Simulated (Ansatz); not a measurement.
**BH$_{4}$N···HF: density, localisation and related maps**

Input file:

```
crystal:
  periodic: [false, false, false]
  atoms:
    - { symbol: B, position_ang: [0.0, 0.0, 0.0] }
    - { symbol: F, position_ang: [0.0, 0.0, 1.67] }
    - { symbol: "N", position_ang: [1.3423, 0.0, -0.775] }
    - { symbol: H, position_ang: [1.8089, -0.9179, -1.0268] }
    - { symbol: H, position_ang: [1.7937, 0.9179, -1.0532] }
    - { symbol: H, position_ang: [-1.0305, 0.0, -0.595] }
    - { symbol: H, position_ang: [0.0668, 1.4124, 0.4698] }
    - { symbol: H, position_ang: [0.0526, 1.1131, 1.3144] }
basis:
  gaussian: { orbitals: def2-SVP }
hamiltonian:
  xc: hf
relax:
  f_tol: 0.15
  max_steps: 25
  restrain:
    - { distance: [0, 6], at: 1.19, k: 30.0 }
    - { distance: [7, 1], at: 0.92, k: 30.0 }
    - { distance: [0, 1], at: 2.52, k: 30.0 }
    - { distance: [7, 6], at: 1.86, k: 30.0 }
output:
  orbitals: {}
```

Launched as:

```sh
ansatz run input.yaml --threads 1 --pin off --max-ram 2048MiB --backend cpu --events-out ev --progress --plain --runs-dir out
```

The fields are those of the run's last geometry, not of the input's.

Not at a stationary point (largest force 0.5 eV/Å).

These are results of RHF/def2-SVP in Ansatz, not measurements.

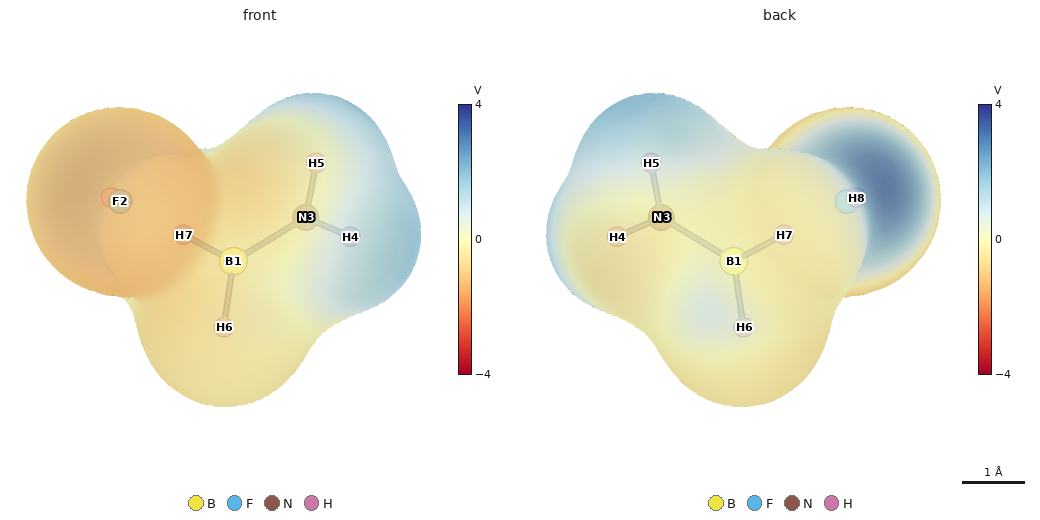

Figure 1. The electrostatic potential painted on the density surface at 0.002 e/bohr³, seen from the front and from behind; the colour scale runs from red (negative) to blue (positive).

Where is the surface potential most negative and most positive?

Answer. The most negative region (about −1.3 V, or −30 kcal/mol for a unit charge) lies over F2, the most positive (about +3.1 V, or +71 kcal/mol for a unit charge) over H8.

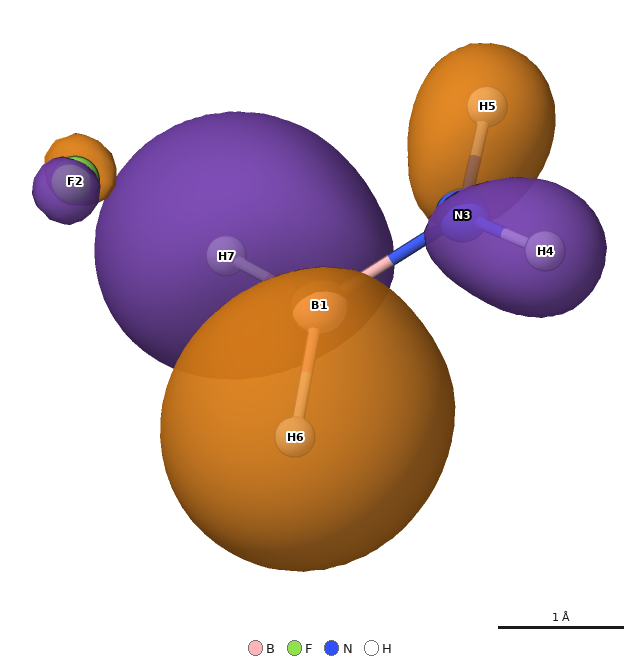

Figure 2. The HOMO−1 at ±0.1 Å⁻³ᐟ² (orange and purple are the two phases), seen across its widest extent.

Where does this orbital lie, and at what energy?

Answer. Its weight (Hirshfeld) is mainly on B1 (about 35 %), H6 (about 30 %), H7 (about 25 %) and N3 (about 5 %). Its energy is −12.74 eV.

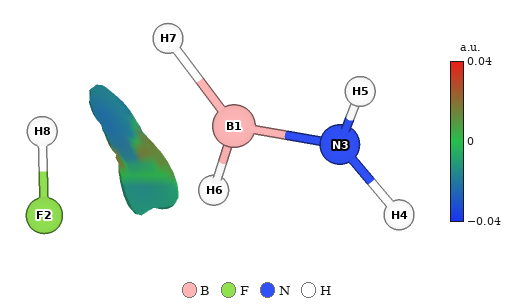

Figure 3. Non-covalent interaction (NCI) plot: the surface where the reduced density gradient is 0.5, for densities under 0.05 a.u., coloured by sign(λ₂)ρ; seen from one side.

What holds or crowds the atoms apart from the covalent bonds?

Answer. H8···B1 (2.3 Å): a weak contact, attractive (blue-green) on one side and crowded (olive to red) on the other.
